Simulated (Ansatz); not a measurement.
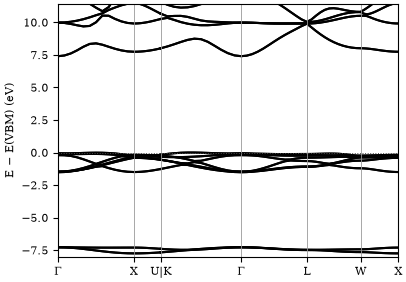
Band structure from DFT-r²SCAN with spin–orbit coupling in the program Ansatz with PAW potentials

Task: Read off the gap and where the band edges lie.

Result: About 7.4 eV (7.40 eV by a search for the band edges); maximum on the K–Γ line, 37 % of the way from K, minimum at Γ.

The material is BaF2 (fluorite, Fm-3m).

The cell was relaxed with r²SCAN under the symmetry of its start.

Potentials: the later of the program's two PAW sets.
